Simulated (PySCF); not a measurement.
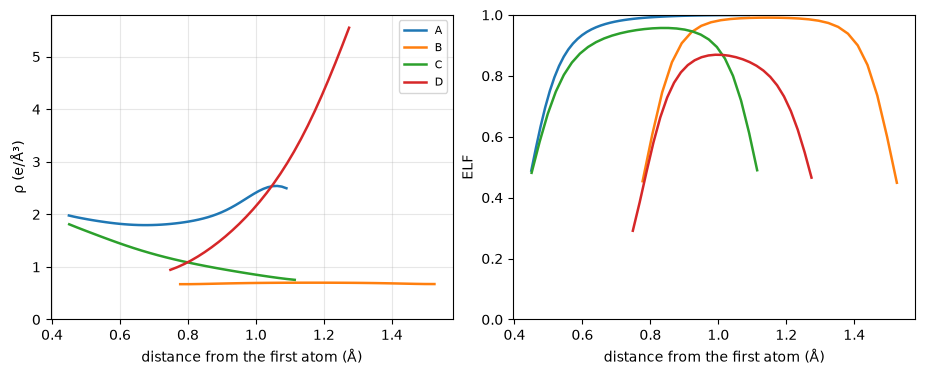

Figure. CH$_{12}$OSi$_{4}$. Total electron density and ELF along straight lines between neighbouring atoms. The curves leave out the atomic cores.

Geometry: GFN2-xTB.

Method: wB97X-D/def2-SVPD, SCF density, gas phase (PySCF 2.14.0).

Input

```
{"job": {"kind": "uv", "xc": "wB97X-D", "basis": "def2-SVPD", "nstates": 8, "ntriplets": 3}, "charge": 0, "multiplicity": 1}
Si    -1.986237     0.236396     1.291116
C     -1.498283    -1.118921     0.057368
Si    -0.856274    -0.502588    -1.617759
O      0.473241     0.395954    -1.410369
Si     1.661264     1.194259    -0.639011
Si     2.396445    -0.047463     1.155199
H     -2.353868    -0.385938     2.569166
H     -0.874519     1.163949     1.525290
H     -3.145905     0.976556     0.782203
H     -2.358097    -1.765368    -0.117304
H     -0.737026    -1.750469     0.517463
H     -0.418807    -1.611383    -2.469278
H     -1.830667     0.361440    -2.284056
H      1.088808     2.500984    -0.284103
H      2.645439     1.411711    -1.706785
H      1.888442    -1.426613     1.201483
H      3.860118    -0.172839     1.173731
H      2.037167     0.546653     2.449710
```

Run with:

```sh
OMP_NUM_THREADS=1 python probes_run.py task.json out
```

Q: Which curve belongs to which contact (C–H, C–Si, Si–O and Si–Si)? The first atom named is at distance zero.

A: Curve A: C–H (1.09 Å): ρ is about 1.9 e/Å³ halfway; the ELF climbs to about 1 towards the hydrogen, as it does in any bond to H: an ordinary covalent bond to hydrogen. Curve B: Si–Si (2.30 Å): ρ at the midpoint is about 0.7 e/Å³; the ELF peaks at about 1 between the atoms: a covalent bond. Curve C: C–Si (1.90 Å): the density is about 0.91 e/Å³ at the midpoint; the ELF peaks at about 0.95 between the atoms; a covalent bond. Curve D: Si–O (1.62 Å): ρ is about 1.1 e/Å³ halfway; the ELF peaks at about 0.85 between the atoms, as expected for a polar covalent bond.
